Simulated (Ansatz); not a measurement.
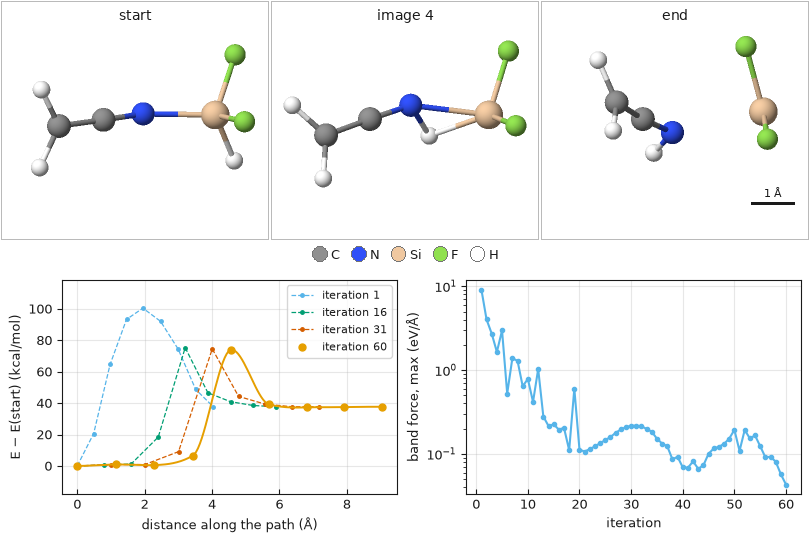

A search for the minimum-energy path of C$_{2}$H$_{3}$F$_{2}$NSi by the nudged elastic band. Images are numbered from 0 (start) to 8 (end). The plot follows the band through its iterations. A ball-and-stick model, seen at a tilt.

These are results of RKS PBE0/def2-SVP in Ansatz 0.2.0, not measurements. Run with 7 movable images; climbing image; force threshold 0.05 eV/Å; iteration limit 60; starting path through a guess of the saddle point.

**Judge this run.**

The run is converged, with reservations. The band converged in 60 iterations. The largest component of the band force went from 9.2 to 0.043 eV/Å. The climbing image converged on the top of the path. Its vibrational analysis gives one imaginary mode (1457i cm⁻¹), as a transition state must have. The first iteration put the highest image at 100.4 kcal/mol. Forward barrier 74.0 kcal/mol, backward barrier 36.4 kcal/mol, with image 4 at the top; the reaction energy is +37.7 kcal/mol.

Cost: 16 min on 2 threads of Arm Neoverse V1, with other jobs on the host, peak memory 0.23 GiB.
